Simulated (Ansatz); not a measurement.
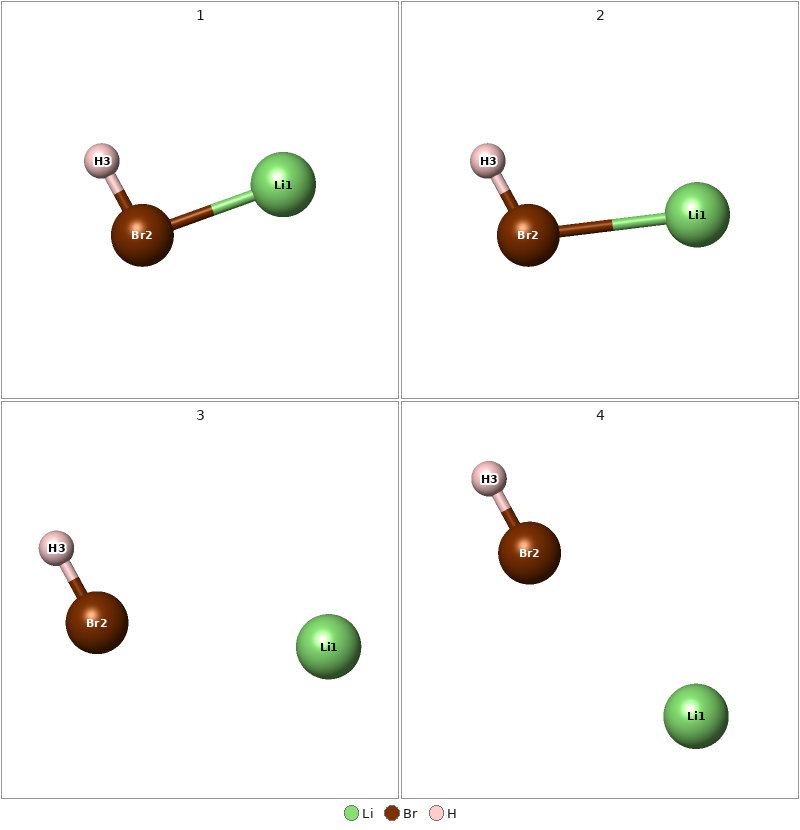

BrHLi, charge +1. The turn is about an axis along (0.87, −0.50, −0.00) in the frame of the relaxed pair, normal to the line between the partners. Coordinates scanned: (1) distance Br2···Li1; (2) turn of Li1 about Br2. Grid: 15 × 15 points. At 7 points there is no value (left out of the scan, as a rule where atoms come close). Points are written as (first, second). Energies: eV, counted from the ion and the molecule far apart, frozen as in the relaxed pair, each in its own basis (no counterpoise correction). These are results of Ansatz, RKS B3LYP-D4/def2-TZVPD, not measurements.

The numbered pictures are structures from this grid.

> Which is the most stable, and how do the others follow?

1, at (2.541 Å, 0.0°): −0.76 eV; 2, at (2.885 Å, −12.9°): −0.63 eV; 3, at (3.946 Å, −25.7°): −0.27 eV; 4, at (3.946 Å, −64.3°): −0.16 eV.

The map, with the structures marked:

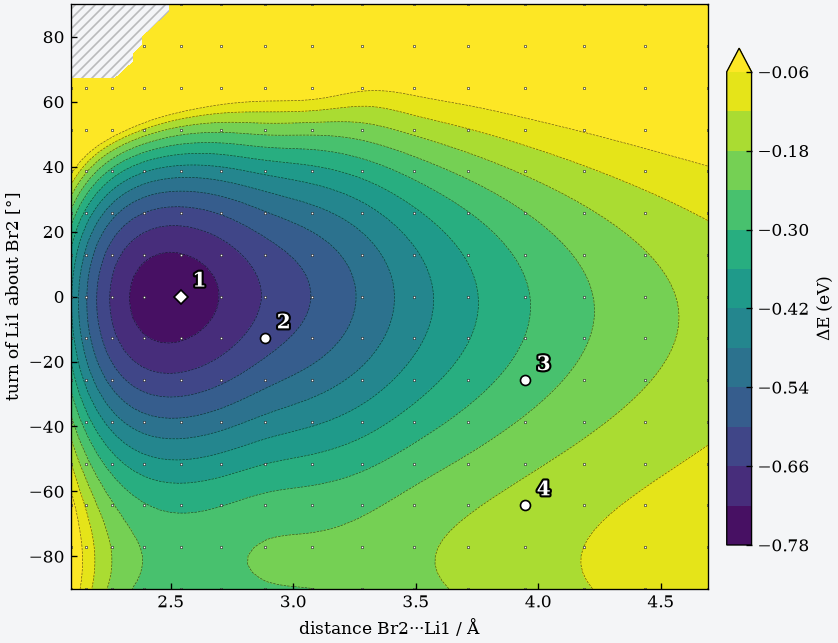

Drawn: filled contours, dots at the grid points, one colour for all values above the top of the scale, hatched blanks where no value was computed. Between grid points the surface is interpolated.
